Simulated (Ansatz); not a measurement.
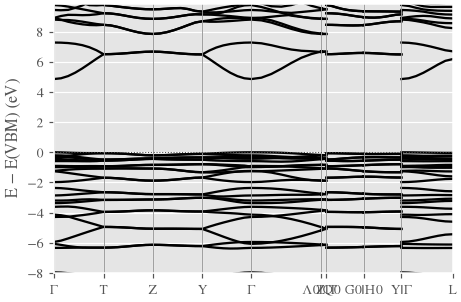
*Band structure from the program Ansatz at the r²SCAN level (PAW)*

### Question
Read off the gap and where the band edges lie.

### Answer
About 4.9 eV (4.86 eV by a search for the band edges); maximum at Γ, minimum at Γ.

The material is KAsH2O4 in space group Fdd2 (No. 43; Pearson symbol oF64).

The workflow started from a Materials Project entry (that database holds measured and hypothetical structures alike); the Crystallography Open Database copy checked does not list it. Whether it is the stable phase at ambient conditions was not checked. The r²SCAN relaxation kept the symmetry of its start; whether a distortion lowers the energy is not shown. Spin–orbit coupling is left out wherever it is not named.

Potentials: the later of the program's two PAW sets.
